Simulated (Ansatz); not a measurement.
# Nickel, simple cubic: r²SCAN0 at the r²SCAN geometry

Aim: see what exact exchange does to the levels and moments, and what it costs. The geometry was relaxed under r²SCAN beforehand and is kept. Exact exchange is dear, so the k-mesh is coarse, and r²SCAN is run on the same mesh for comparison.

Computed with Ansatz 0.2.0 (DFT, plane waves (500 eV) with PBE-made PAW files, scalar-relativistic; functionals as named at each step, unless a step says otherwise).

### 1 The starting structure

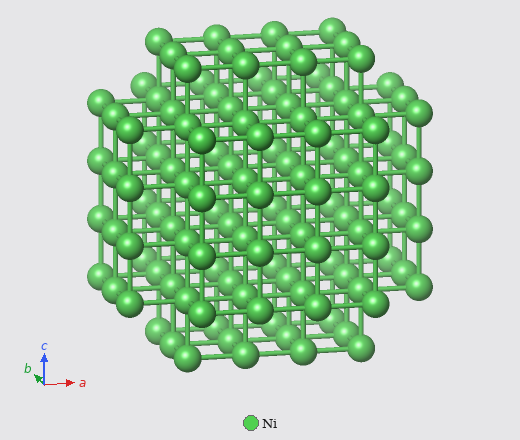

The structure, seen slightly off an axis (nickel green). 3×2×3 cells are drawn. Any atoms on the faces are drawn again on the opposite ones, and bonded neighbours outside are added.

Coordinates:

```cif
data_structure
_symmetry_space_group_name_H-M 'Pm-3m'
_symmetry_Int_Tables_number 221
_cell_length_a 2.3053
_cell_length_b 2.3053
_cell_length_c 2.3053
_cell_angle_alpha 90.000
_cell_angle_beta 90.000
_cell_angle_gamma 90.000
_cell_volume 12.25
loop_
_atom_site_label
_atom_site_type_symbol
_atom_site_symmetry_multiplicity
_atom_site_Wyckoff_symbol
_atom_site_fract_x
_atom_site_fract_y
_atom_site_fract_z
_atom_site_occupancy
Ni1 Ni 1 a 0.00000 0.00000 0.00000 1
```

Starting moments (μB): +0.88.

### 2 r²SCAN, coarse mesh

The run with r²SCAN.

Contents of input.yaml:

```yaml
crystal:
  lattice:
    - [2.3052625428, 0.0, 0.0]
    - [0.0, 2.3052625428, 0.0]
    - [0.0, 0.0, 2.3052625428]
  atoms:
    - { symbol: Ni, position: [0.0, 0.0, 0.0], spin: 0.884 }
hamiltonian:
  xc: r2scan
  pseudopotentials:
    kind: paw
    azcp:
      Ni: "pseudopotentials/Ni.paw.azcp"
basis:
  ecutwfc: 500
  fft_grid_basis: typed
kpoints:
  mp_grid: { grid: [7, 7, 7], shift: [0, 0, 0] }
magnetization:
  spin_polarized: true
scf:
  occupations: { method: fermi_dirac, width: 0.1 }
```

Command:

```sh
$ ansatz run input.yaml --threads 4 --pin off --max-ram 8192MiB --backend cpu --events-out ev --progress --plain --runs-dir out
```

Log:

```text
Warning: RAYON_NUM_THREADS=4 ignored (pool sized by the plan → 4); use --threads N
Engine: ansatz 0.2.0, aarch64-unknown-linux-gnu
Pseudopotentials: kind: paw
Pseudopotential: Ni, paw, valence charge 18, recommended cutoff 500 eV (meta_gga), <dir>
Functional definition: r2SCAN
  parameter k0 = 0.174
  parameter k1 = 0.065
  parameter a1 = 4.9479
  exchange = r2scan_x(k0 = k0, k1 = k1, a1 = a1)
  correlation = r2scan_c
Crystal: 1 atoms, lattice volume = 12.251 Å³
Basis set: ecut = 500 eV, 305 PW (Γ), exchange–correlation on 72×72×72 points (64 copies of the dense FFT grid, shifted against one another)
Bands: 14, of which v1, the nominal top of the filled ones, is band 9 counted from 1 (8 counted from 0)
Symmetry: 48 space group operations
Space group: Pm-3m (ITA 221), of the structure as read, at distance tolerance 2.3e-5 Å
Magnetic group: BNS 221.92 (UNI 1594), of the structure as read, at distance tolerance 2.3e-5 Å
k-points: 20 of 343
Non-local potential: Ni, projectors of the file, l = 0: 3, l = 1: 2, l = 2: 3, l = 3: 1
PAW form: soft (Blöchl's): semilocal exchange-correlation on the pseudo side does not see the compensation charge
PAW frozen core: Ni, regenerated for the run's functional (the file was generated under x = pbe(κ = 0.804, μ = 0.2195149727645171), c = pbe(β = 0.06672455060314922))
PAW one-centre angular grid: Ni, 590 points (default); XC on 160 Gauss nodes
Initial density: superposition of atomic densities (chi_scale 0.1, normalization cell)
Starting moments: Σ|m| = 0.884 μB on 1 of 1 site
Initial wavefunctions: pseudopotential atomic-orbital guess
Functional: x = r2scan, c = r2scan; τ floored in thin density (d = 2e-4 eV/Å³)
iter 1 solved again at ethr=2.53e-4 eV; its pass at ethr=3.10e-3 eV (dr2=4.55e-2 eV) is discarded
SCF iter   1: F=—  HF=-5843.419673 eV  |F-HF|=—  |Δ(HF+E_count)|=         —  Δρ=3.57e-2 (↑3.57e-2 ↓3.12e-2)  dr2=6.74e-3  dr2_τ=3.89e-3  dr2_m=1.20e-1  M=0.940 μB ∫|m|=0.983 μB  β_m=1.00  ethr=2.53e-4  ⟨swp⟩=3.8  Hψ=4405  notcnv=0
Mixer restart at iter 1: flushing history
eigensolver tolerance schedule: the retry pair's looser diagonalisation over-reported the residual by 5.75 of it (diagonalisation noise at 1.04 of the residual, at the tolerance the schedule requests for it); recorded, not acted on — ethr = c·dr2/N_el stays at c = 1.0e-1
preconditioner: auto → none  [metal: Δε(μ)=0.035 eV  Ē_g=16.275 eV  σ=0.100 eV  W_gap=0.09  n_scr=6 (ndim 8)  ℏωp=33.5 eV  f_vac=0.000  D(μ)=2.08/eV (n_scr^D=32)  sad-step TF]
SCF iter   2: F=—  HF=-5843.588827 eV  |F-HF|=—  |Δ(HF+E_count)|=         —  Δρ=1.49e-2 (↑1.49e-2 ↓5.64e-3)  dr2=1.39e-2  dr2_τ=3.38e-4  dr2_m=8.25e-3  M=0.965 μB ∫|m|=1.046 μB  β_m=1.00  ethr=3.74e-5  ⟨swp⟩=4.0  Hψ=1713  notcnv=0  defer=3
Mixer restart at iter 2: flushing history
SCF iter   3: F=—  HF=-5843.916826 eV  |F-HF|=—  |Δ(HF+E_count)|=   3.28e-1  Δρ=1.66e-2 (↑8.21e-3 ↓1.66e-2)  dr2=4.44e-2  dr2_τ=9.59e-5  dr2_m=2.55e-3  M=0.922 μB ∫|m|=1.018 μB  β_m=1.00  ethr=3.74e-5  ⟨swp⟩=2.5  Hψ=1236  notcnv=0  defer=8  κ⁻¹=1.0e0(r=1)
SCF iter   4: F=—  HF=-5843.951140 eV  |F-HF|=—  |Δ(HF+E_count)|=   3.43e-2  Δρ=1.59e-2 (↑7.84e-3 ↓1.59e-2)  dr2=4.12e-2  dr2_τ=9.46e-5  dr2_m=2.37e-3  M=0.919 μB ∫|m|=1.015 μB  β_m=1.00  ethr=3.74e-5  ⟨swp⟩=1.0  Hψ=592  notcnv=0  defer=8  κ⁻¹=1.0e-3(r=2)
SCF iter   5: F=—  HF=-5844.496722 eV  |F-HF|=—  |Δ(HF+E_count)|=   5.46e-1  Δρ=5.73e-3 (↑4.97e-3 ↓5.73e-3)  dr2=1.12e-2  dr2_τ=1.21e-5  dr2_m=3.10e-5  M=0.860 μB ∫|m|=0.960 μB  β_m=1.00  ethr=3.74e-5  ⟨swp⟩=2.9  Hψ=1246  notcnv=0  defer=8  κ⁻¹=1.1e-4(r=3)
SCF iter   6: F=—  HF=-5844.523761 eV  |F-HF|=—  |Δ(HF+E_count)|=   2.70e-2  Δρ=4.38e-3 (↑4.38e-3 ↓3.98e-3)  dr2=7.15e-3  dr2_τ=1.04e-5  dr2_m=4.20e-5  M=0.857 μB ∫|m|=0.953 μB  β_m=1.00  ethr=3.74e-5  ⟨swp⟩=1.8  Hψ=905  notcnv=0  defer=8  κ⁻¹=4.2e-5(r=4)
SCF iter   7: F=—  HF=-5844.549515 eV  |F-HF|=—  |Δ(HF+E_count)|=   2.58e-2  Δρ=7.13e-3 (↑4.46e-3 ↓7.13e-3)  dr2=6.89e-4  dr2_τ=2.05e-5  dr2_m=3.73e-3  M=0.852 μB ∫|m|=0.926 μB  β_m=1.00  ethr=3.74e-5  ⟨swp⟩=2.0  Hψ=1097  notcnv=0  defer=8  κ⁻¹=4.0e-5(r=5)
SCF iter   8: F=—  HF=-5844.550478 eV  |F-HF|=—  |Δ(HF+E_count)|=   9.64e-4  Δρ=3.31e-3 (↑1.71e-3 ↓3.31e-3)  dr2=2.50e-4  dr2_τ=3.76e-6  dr2_m=6.86e-4  M=0.851 μB ∫|m|=0.927 μB  β_m=1.00  ethr=3.83e-6  ⟨swp⟩=2.0  Hψ=646  notcnv=0  defer=8  κ⁻¹=1.4e-5(r=6)
SCF iter   9: F=—  HF=-5844.550822 eV  |F-HF|=—  |Δ(HF+E_count)|=   3.44e-4  Δρ=2.43e-4 (↑2.14e-4 ↓2.43e-4)  dr2=1.80e-6  dr2_τ=8.05e-8  dr2_m=2.83e-6  M=0.850 μB ∫|m|=0.927 μB  β_m=1.00  ethr=1.39e-6  ⟨swp⟩=2.2  Hψ=880  notcnv=0  defer=8  κ⁻¹=8.3e-6(r=7)
SCF iter  10: F=—  HF=-5844.550988 eV  |F-HF|=—  |Δ(HF+E_count)|=   1.66e-4  Δρ=4.89e-4 (↑1.32e-4 ↓4.89e-4)  dr2=1.19e-5  dr2_τ=6.52e-8  dr2_m=8.83e-6  M=0.849 μB ∫|m|=0.927 μB  β_m=1.00  ethr=1.00e-8  ⟨swp⟩=2.7  Hψ=992  notcnv=0  defer=8  κ⁻¹=1.7e-6(r=8)
SCF iter  11: F=—  HF=-5844.551209 eV  |F-HF|=—  |Δ(HF+E_count)|=   2.21e-4  Δρ=4.43e-4 (↑2.51e-4 ↓4.43e-4)  dr2=3.50e-6  dr2_τ=7.79e-8  dr2_m=1.32e-5  M=0.848 μB ∫|m|=0.925 μB  β_m=1.00  ethr=1.00e-8  ⟨swp⟩=3.3  Hψ=1162  notcnv=0  defer=8  κ⁻¹=9.0e-6(r=8)
SCF iter  12: F=—  HF=-5844.551211 eV  |F-HF|=—  |Δ(HF+E_count)|=   2.34e-6  Δρ=6.19e-5 (↑3.76e-5 ↓6.19e-5)  dr2=5.51e-8  dr2_τ=1.44e-9  dr2_m=2.73e-7  M=0.848 μB ∫|m|=0.924 μB  β_m=1.00  ethr=1.00e-8  ⟨swp⟩=2.0  Hψ=757  notcnv=0  defer=8  κ⁻¹=6.5e-7(r=8)
SCF iter  13: F=—  HF=-5844.551211 eV  |F-HF|=—  |Δ(HF+E_count)|=   3.43e-7  Δρ=1.63e-5 (↑5.35e-6 ↓1.63e-5)  dr2=3.75e-8  dr2_τ=8.51e-11  dr2_m=3.69e-9  M=0.848 μB ∫|m|=0.924 μB  β_m=1.00  ethr=3.06e-10  ⟨swp⟩=2.5  Hψ=788  notcnv=0  defer=8  κ⁻¹=1.8e-8(r=8)
SCF iter  14: F=—  HF=-5844.551212 eV  |F-HF|=—  |Δ(HF+E_count)|=   1.10e-6  Δρ=9.50e-6 (↑3.83e-6 ↓9.50e-6)  dr2=1.39e-8  dr2_τ=2.54e-11  dr2_m=9.57e-10  M=0.848 μB ∫|m|=0.924 μB  β_m=1.00  ethr=2.08e-10  ⟨swp⟩=2.0  Hψ=926  notcnv=0  defer=8  κ⁻¹=4.1e-9(r=8)
SCF iter  15: F=-5844.551212 eV  HF=-5844.551212 eV  |F-HF|=1.23e-8  |Δ(HF+E_count)|=   4.85e-7  Δρ=9.37e-6 (↑6.08e-6 ↓9.37e-6)  dr2=1.79e-8  dr2_τ=1.50e-11  dr2_m=3.41e-10  M=0.849 μB ∫|m|=0.924 μB  ethr=7.70e-11  ⟨swp⟩=1.9  Hψ=1770  notcnv=0
SCF 1 converged in 15 iterations: F = -5844.551212 eV  dr2 = 1.79e-8
this state was not tested for a lower state beside it, because the mixer in use, unlike msr1, does not test its closes by its own steps (another_mixer; see scf.mixing.algorithm and scf.lower_state_search)
SCF converged after 15 iterations
Magnetization: 0.8485 μB (9.4243 up, 8.5757 down)
Absolute magnetization: 0.9251 μB (∫|ρ↑−ρ↓|, with the PAW one-centre terms)
Spin contamination: 0.0104 ħ² per cell (⟨S²⟩ above its minimum at these occupations)
Per-site moments (μB) at R_I (Å): [(0.8836898526491351, 0.950920798905)]
Free energy (F): -5844.551212 eV
Harris-Foulkes:  -5844.551212 eV  (|F-HF|=1.23e-8)
Internal energy: -5844.501537 eV  (E = F + TS)
E sigma→0 (E₀):  -5844.526375 eV
Entropy (-TS):   -0.049676 eV (-49.676 meV/atom)
Fermi energy:    15.578701 eV
--- Per-component energies (eV) ---
  E_band       = -351.735320
  E_kinetic    = 282.424403
  E_local      = -3743.840601  (includes V_loc(G=0)·N_el)
  E_nonlocal   = 643.993921
  E_hartree    = 1569.276546
  E_xc         = -77.748128
  E_vxc        = -115.398861  (∫ρ·V_xc dr)
  E_paw        = -1647.188181  (= ΣΔE_a)
  E_vpaw       = -566.060298  (= ΣTr[D̂ρ^β])
  E_aug_tail   = 0.000232  (compensation charges beyond the density's cutoff)
  E_vtau       = 8.582018  (kinetic-family band-sum trace: ∫τ·v_τ [+ j·A + Jᵃ·Aᵃ] dr)
  E_ewald      = -2871.119660
  E_core_change = -0.300069  (= ΣΔE_core)
  E_smearing   = -0.049676  (= −TS)
  E_closure    = 0.000000  (closes the sum)
  Σ components = -5844.551212   (vs F -5844.551212, Δ=0.00e0)
```

Run time: 1.6 s. Hardware: 4 threads of Arm Neoverse V1, shared host; peak memory 0.27 GiB.

[end of part 1 of 2]
